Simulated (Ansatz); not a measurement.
**Si3N4: the cell at several levels of theory**

Cell and atoms of Si3N4 built on the database structure prototype are relaxed in turn with PBE and r2SCAN.

The runs shown are made with Ansatz 0.2.0. PAW datasets, plane waves, zero pressure. Computed at 0 K without zero-point motion; spin polarisation is off.

### 1 The system as given

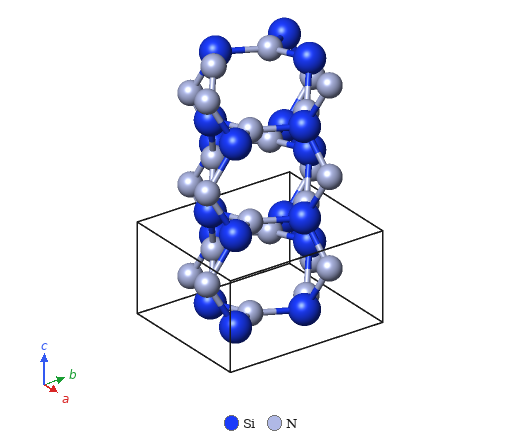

The cell seen slightly off an axis (silicon blue, nitrogen light blue). 1×1×3 cells are drawn.

As a file:

```cif
data_structure
_symmetry_space_group_name_H-M 'P6_3/m'
_symmetry_Int_Tables_number 176
_cell_length_a 7.6045
_cell_length_b 7.6045
_cell_length_c 2.9052
_cell_angle_alpha 90.000
_cell_angle_beta 90.000
_cell_angle_gamma 120.000
_cell_volume 145.50
loop_
_atom_site_label
_atom_site_type_symbol
_atom_site_symmetry_multiplicity
_atom_site_Wyckoff_symbol
_atom_site_fract_x
_atom_site_fract_y
_atom_site_fract_z
_atom_site_occupancy
Si1 Si 6 h 0.23108 0.82495 0.75000 1
N1 N 2 d 0.33333 0.66667 0.75000 1
N2 N 6 h 0.96919 0.66985 0.75000 1
```

### 2 Relaxation with PBE

Input file input.yaml:

```yaml
crystal:
  lattice:
    - [7.6045444357, 0.0, 0.0]
    - [-3.8022722179, 6.5857286656, 0.0]
    - [0.0, 0.0, 2.90519908]
  atoms:
    - { symbol: Si, position: [0.23108243, 0.82494615, 0.75] }
    - { symbol: Si, position: [0.40613628, 0.23108243, 0.25] }
    - { symbol: Si, position: [0.82494615, 0.59386372, 0.25] }
    - { symbol: Si, position: [0.17505385, 0.40613628, 0.75] }
    - { symbol: Si, position: [0.59386372, 0.76891757, 0.75] }
    - { symbol: Si, position: [0.76891757, 0.17505385, 0.25] }
    - { symbol: "N", position: [0.33333333, 0.66666667, 0.75] }
    - { symbol: "N", position: [0.66666667, 0.33333333, 0.25] }
    - { symbol: "N", position: [0.96919449, 0.6698534, 0.75] }
    - { symbol: "N", position: [0.29934109, 0.96919449, 0.25] }
    - { symbol: "N", position: [0.6698534, 0.70065891, 0.25] }
    - { symbol: "N", position: [0.3301466, 0.29934109, 0.75] }
    - { symbol: "N", position: [0.03080551, 0.3301466, 0.25] }
    - { symbol: "N", position: [0.70065891, 0.03080551, 0.75] }
kpoints:
  mp_grid: { grid: [6, 6, 8] }
hamiltonian:
  xc: pbe
scf:
  occupations: { method: fermi_dirac, width: 0.02 }
relax:
  f_tol: 0.005
  cell: {}
```

The runs that follow: Relaxing with r2SCAN.

Before running it: what results should come out? Wanted: for each run, a; c; volume; space group; SCF geometries.

**Answer**, as computed:

| level | a (Å) | c (Å) | volume (Å³/atom) | space group | SCF geometries |
| --- | --- | --- | --- | --- | --- |
| PBE | 7.664 | 2.926 | 10.632 | P6_3/m | 8 |
| r2SCAN | 7.606 | 2.906 | 10.397 | P6_3/m | 6 |

**Reading.** The first relaxation changed the volume by +2.3 % from the start. r2SCAN gives the smallest cell and PBE the largest; they differ by 2.3 % in volume, a mean of 0.7 % in length.
